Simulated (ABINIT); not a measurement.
# A GW chain in ABINIT: ZnSe (Stilleite)

Aim: the G0W0 gap of ZnSe (Stilleite) on PBE with spin-orbit coupling, step by step.

Calculated with ABINIT 10.8.3; PBE and many-body steps on it, plane waves.

**The experiments to reproduce.**

- Gap 2.695 ± 0.003 eV: excitonic gap from free-exciton PL, not corrected for exciton binding; photoluminescence; 300 K; bulk crystal (Bridgman-grown crystal, polished and etched) (“Alloy Disordering Effects on the Thermal Conductivity and Energy Gap Temperature Dependence of Cd1−xZnxSe Ternary Crystals Grown by the Bridgman Method”, 2023, pmc:10253836).

## (1) The structure

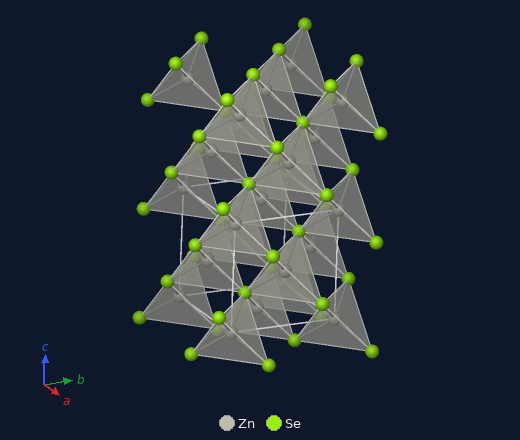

The starting structure, seen slightly off an axis (zinc light grey, selenium green). 1×1×2 cells are drawn. This picture shows the conventional cell, with its axes. Some periodic images of atoms are drawn too.

The cell and positions come from the Crystallography Open Database and are kept as given unless a step says otherwise.

## (2) Ground state

This step: ABINIT 10.8.3; DFT, PBE with spin-orbit coupling, plane waves, norm-conserving pseudopotentials.

The ground-state density comes first.

The input, run.abi:

```
acell 3*1.0 Angstrom
rprim 
  -0.000000000000 2.833800000000 2.833800000000
  2.833800000000 0.000000000000 2.833800000000
  2.833800000000 2.833800000000 -0.000000000000
ntypat 2
znucl 30 34
natom 2
typat 1 2
xred 
  0.000000000000 0.000000000000 0.000000000000
  0.250000000000 0.250000000000 0.250000000000
pp_dirpath "pseudos"
pseudos "Zn.upf, Se.upf"
ecut 48
nspinor 2
ngkpt 6 6 6
nshiftk 1
shiftk 0 0 0
kptopt 1
chksymbreak 0
nband 54
occopt 1
tolvrs 1e-10
nstep 60
prtwf 0
optforces 0
optstress 0
indata_prefix "in"
outdata_prefix "out"
tmpdata_prefix "tmp"
```

The run is started by

```console
> OMP_NUM_THREADS=1 mpirun -n 8 abinit run.abi > log
```

Numbers of over 12 decimals in the logs are rounded to 6 here.

What it wrote:

```text
.Version 10.8.3 of ABINIT. v10.8.2 released Aug 2026.

 Symmetries : space group F-4 3 m (#216); Bravais cF (face-center cubic)
================================================================================
 Values of the parameters that define the memory need of the present run
     intxc =       0    ionmov =       0      iscf =       7    lmnmax =      13
     lnmax =      13     mgfft =      48  mpssoang =       5    mqgrid =    3001
     natom =       2  nloc_mem =       1    nspden =       1   nspinor =       2
    nsppol =       1      nsym =      24    n1xccc =    2501    ntypat =       2
    occopt =       1   xclevel =       2
-    mband =          54        mffmem =           1         mkmem =           2
       mpw =        4910          nfft =      110592          nkpt =          16
================================================================================
  Rough estimation (10% accuracy) of disk space for files :
================================================================================

--------------------------------------------------------------------------------
------------- Echo of variables that govern the present computation ------------
--------------------------------------------------------------------------------
 -outvars: echo values of preprocessed input variables --------
            acell      1.8897261259E+00  1.8897261259E+00  1.8897261259E+00 Bohr

      chksymbreak           0
             ecut      4.80000000E+01 Hartree
-          fftalg         312

              ixc     -101130
              kpt      0.00000000E+00  0.00000000E+00  0.00000000E+00
                       1.66666667E-01  0.00000000E+00  0.00000000E+00
                       3.33333333E-01  0.00000000E+00  0.00000000E+00
                       5.00000000E-01  0.00000000E+00  0.00000000E+00
                       1.66666667E-01  1.66666667E-01  0.00000000E+00
                       3.33333333E-01  1.66666667E-01  0.00000000E+00
                       5.00000000E-01  1.66666667E-01  0.00000000E+00
                      -3.33333333E-01  1.66666667E-01  0.00000000E+00
                      -1.66666667E-01  1.66666667E-01  0.00000000E+00
   [... 5 further rows ...]
                      -3.33333333E-01  3.33333333E-01  1.66666667E-01
                      -3.33333333E-01  5.00000000E-01  1.66666667E-01
         kptrlatt        6    0    0      0    6    0      0    0    6
          kptrlen      4.54395803E+01
P           mkmem           2
            natom           2
            nband          54
            ngfft          48      48      48
             nkpt          16
          nspinor           2
            nstep          60
             nsym          24
           ntypat           2
              occ      1.000000  1.000000  1.000000  1.000000  1.000000  1.000000
                       1.000000  1.000000  1.000000  1.000000  1.000000  1.000000
                       1.000000  1.000000  1.000000  1.000000  1.000000  1.000000
                       1.000000  1.000000  1.000000  1.000000  1.000000  1.000000
                       1.000000  1.000000  1.000000  1.000000  1.000000  1.000000
                       1.000000  1.000000  1.000000  1.000000  1.000000  1.000000
                       1.000000  1.000000  1.000000  1.000000  1.000000  1.000000
                       1.000000  1.000000  0.000000  0.000000  0.000000  0.000000
                       0.000000  0.000000  0.000000  0.000000  0.000000  0.000000
        optforces           0
        optstress           0
            prtwf           0
            rprim     -0.0000000000E+00  2.8338000000E+00  2.8338000000E+00
[...]
spgroup         216

           tolvrs      1.00000000E-10

             xred      0.0000000000E+00  0.0000000000E+00  0.0000000000E+00
[...]
znucl       30.00000   34.00000

================================================================================

 chkinp: Checking input parameters for consistency.

================================================================================
== DATASET  1 ==================================================================
-   mpi_nproc: 8, omp_nthreads: 1 (-1 if OMP is not activated)

--- !DatasetInfo
iteration_state: {dtset: 1, }
dimensions: {natom: 2, nkpt: 16, mband: 54, nsppol: 1, nspinor: 2, nspden: 1, mpw: 4910, }
cutoff_energies: {ecut:  48.0, pawecutdg:  -1.0, }
electrons: {nelect:   4.40000000E+01, charge:   0.00000000E+00, occopt:   1.00000000E+00, tsmear:   1.00000000E-02, }

 Real(R)+Recip(G) space primitive vectors, cartesian coordinates (Bohr,Bohr^-1):
 R(1)=  0.0000000  5.3551059  5.3551059  G(1)= -0.0933688  0.0933688  0.0933688
 R(2)=  5.3551059  0.0000000  5.3551059  G(2)=  0.0933688 -0.0933688  0.0933688
 R(3)=  5.3551059  5.3551059  0.0000000  G(3)=  0.0933688  0.0933688 -0.0933688
 Unit cell volume ucvol=  3.0713845E+02 bohr^3
 Angles (23,13,12)=  6.00000000E+01  6.00000000E+01  6.00000000E+01 degrees

 getcut: wavevector=  0.0000  0.0000  0.0000  ngfft=  48  48  48
         ecut(hartree)=     48.000   => boxcut(ratio)=   2.03223

--- Pseudopotential description ------------------------------------------------
- Zn Generated using ONCVPSP code by D. R. Hamann
- 30.00000  20.00000  180423                  znucl, zion, pspdat
12 -101130 2 -1 1326                          pspcod,pspxc,lmax,lloc,mmax
     nproj     2     2     2     0
     spin-orbit psp
        nprojso     4     2     0
  pspatm : epsatm=   26.68859788
         --- l  ekb(1:nproj) -->
[...]
spin-orbit 1    0.128701    0.053066   -0.000484   -0.000046
  spin-orbit 2    0.010712    0.007350
 pspatm: atomic psp has been read  and splines computed

- Se Generated using ONCVPSP code by D. R. Hamann
- 34.00000  24.00000  180506                  znucl, zion, pspdat
12 -101130 2 -1 1214                          pspcod,pspxc,lmax,lloc,mmax
     nproj     2     2     2     0
     spin-orbit psp
        nprojso     4     3     0
  pspatm : epsatm=   25.40007005
         --- l  ekb(1:nproj) -->
[...]
2  -10.023456   -4.446239
  spin-orbit 1    0.229742    0.110085   -0.000668   -0.000080
  spin-orbit 2    0.019957    0.015212   -0.000061
 pspatm: atomic psp has been read  and splines computed

   2.29190139E+03                                ecore*ucvol(ha*bohr**3)
--------------------------------------------------------------------------------

_setup2: Arith. and geom. avg. npw (full set) are    4879.338    4879.326

================================================================================

--- !BeginCycle
iteration_state: {dtset: 1, }
solver: {iscf: 7, nstep: 60, nline: 4, wfoptalg: 0, }
tolerances: {tolvrs: 1.00E-10, }

     iter   Etot(hartree)      deltaE(h)  residm     vres2
 ETOT  1  -544.52930919040    -5.445E+02 1.587E+00 5.340E+03
 ETOT  2  -546.21288115979    -1.684E+00 3.867E-02 8.842E+03
 ETOT  3  -547.14805691661    -9.352E-01 2.009E-02 1.239E+03
 ETOT  4  -547.23157645597    -8.352E-02 3.127E-03 4.863E+02
 ETOT  5  -547.27609048493    -4.451E-02 2.309E-03 8.337E+01
 ETOT  6  -547.28516814685    -9.078E-03 7.425E-04 3.440E+00
 ETOT  7  -547.28544646314    -2.783E-04 1.647E-04 7.829E-01
 ETOT  8  -547.28553220720    -8.574E-05 3.753E-05 6.742E-02
 ETOT  9  -547.28553971160    -7.504E-06 9.693E-06 8.139E-03
 ETOT 10  -547.28554073336    -1.022E-06 2.409E-06 2.973E-06
 ETOT 11  -547.28554073421    -8.484E-10 1.130E-06 7.014E-08
 ETOT 12  -547.28554073420     1.364E-11 5.042E-07 1.618E-09
 ETOT 13  -547.28554073422    -2.785E-11 4.033E-07 1.595E-10
 ETOT 14  -547.28554073419     3.308E-11 3.336E-07 5.596E-12

 At SCF step   14       vres2   =  5.60E-12 < tolvrs=  1.00E-10 =>converged.

--- !ResultsGS
iteration_state: {dtset: 1, }
comment   : Summary of ground state results
lattice_vectors:
- [ -0.0000000,   5.3551059,   5.3551059, ]
- [  5.3551059,   0.0000000,   5.3551059, ]
- [  5.3551059,   5.3551059,  -0.0000000, ]
lattice_lengths: [   7.57326,    7.57326,    7.57326, ]
lattice_angles: [ 60.000,  60.000,  60.000, ] # degrees, (23, 13, 12)
lattice_volume:   3.0713845E+02
convergence: {deltae:  3.308E-11, res2:  5.596E-12, residm:  3.336E-07, diffor:  0.000E+00, }
etotal    :  -5.47285541E+02
entropy   :   0.00000000E+00
fermie    :   1.57803722E-01
cartesian_stress_tensor: null
pressure_GPa: null
xred      :
- [  0.0000E+00,   0.0000E+00,   0.0000E+00, Zn]
- [  2.5000E-01,   2.5000E-01,   2.5000E-01, Se]
cartesian_forces: null
force_length_stats: {min: null, max: null, mean: null, }

 Integrated electronic density in atomic spheres:
 ------------------------------------------------
 Atom  Sphere_radius  Integrated_density
    1        2.00000         18.11001743
    2        2.00000         21.26014267
================================================================================

 ----iterations are completed or convergence reached----

 Mean square residual over all n,k,spin=   41.102E-11; max=  33.360E-08
 reduced coordinates (array xred) for    2 atoms
       0.000000000000      0.000000000000      0.000000000000
       0.250000000000      0.250000000000      0.250000000000
 rms dE/dt=  0.0000E+00; max dE/dt=  0.0000E+00; dE/dt below (all hartree)
    1       0.000000000000      0.000000000000      0.000000000000
    2       0.000000000000      0.000000000000      0.000000000000

 cartesian coordinates (angstrom) at end:
    1      0.000000     0.000000     0.000000
    2      1.416900     1.416900     1.416900
 length scales=  1.889726125908  1.889726125908  1.889726125908 bohr
              =  1.000000000000  1.000000000000  1.000000000000 angstroms
 prteigrs : about to open file out_EIG
 Fermi (or HOMO) energy (hartree) =   0.15780   Average Vxc (hartree)=  -0.36198
 Eigenvalues (hartree) for nkpt=  16  k points:
 kpt#   1, nband= 54, wtk=  0.00463, kpt=  0.0000  0.0000  0.0000 (reduced coord)
  -7.45970   -7.45970   -5.38209   -5.38209   -5.16631   -5.16631   -5.16631   -5.16631
  -4.44815   -4.44815   -2.83991   -2.83991   -2.72728   -2.72728   -2.72728   -2.72728
  -1.58842   -1.58842   -1.58841   -1.58841   -1.55563   -1.55563   -1.55554   -1.55554
  -1.55554   -1.55554   -0.33402   -0.33402   -0.09144   -0.09144   -0.09144   -0.09144
  -0.08332   -0.08332   -0.07171   -0.07171   -0.07171   -0.07171    0.14379    0.14379
   0.15780    0.15780    0.15780    0.15780    0.20059    0.20059    0.36316    0.36316
   0.36853    0.36853    0.36853    0.36853    0.51819    0.51819
 prteigrs : prtvol=0 or 1, do not print more k-points.

--- !EnergyTerms
iteration_state     : {dtset: 1, }
comment             : Components of total free energy in Hartree
kinetic             :  2.38629530834146E+02
hartree             :  2.29115451429400E+02
xc                  : -5.13246954119298E+01
Ewald energy        : -2.44845014170202E+02
psp_core            :  7.46211164131893E+00
local_psp           : -5.91591668488962E+02
non_local_psp       : -1.34731256567962E+02
total_energy        : -5.47285540734190E+02
total_energy_eV     : -1.48923982357586E+04
band_energy         : -8.85422558800728E+01

== END DATASET(S) ==============================================================
================================================================================

 -outvars: echo values of variables after computation  --------
           etotal     -5.4728554073E+02
            nband          54
             nkpt          16
          spgroup         216
 [... the other variables as echoed above ...]

 Calculation completed.
```

It took 2 min on 8 MPI ranks of Intel Xeon Platinum 8259CL at 2.50GHz (Skylake/Cascade Lake), shared host; peak memory 0.92 GiB.

Numbers from this step:

```yaml
total_energy: -14892.3982 eV
gap: 1.164 eV
k_of_the_valence_top: 0, 0, 0
k_of_the_conduction_bottom: 0, 0, 0
least_direct_gap: 1.164 eV
```

The gap is direct, at Γ.

(Part 1 of 3 ends here.)

[Paths, hosts, dates, memory and timing lines, banners, echoed tables and standing remarks are left out of the program output.]

[Logs are printed without paths, hosts, clocks, repeated set-up lines and the standing remarks that a program may print on its own settings, such as how far it seeks lower states.]

[Runs of the session that timed out or met a known fault of the program may be left out.]

[Hosts, paths, dates, database ids (printed as entryN), source tags and the programs' standing remarks are cut or masked in the printed files.]

[G0W0 gaps are taken among the corrected bands and points alone; a level outside them can change the order at an edge.]

[Where Ansatz stands beside ABINIT at settings called matched, ABINIT's density can come from a denser mesh and the files from another edition; pairs whose starting gaps differed by over 0.03 eV were left out, so agreement reads better than it is.]
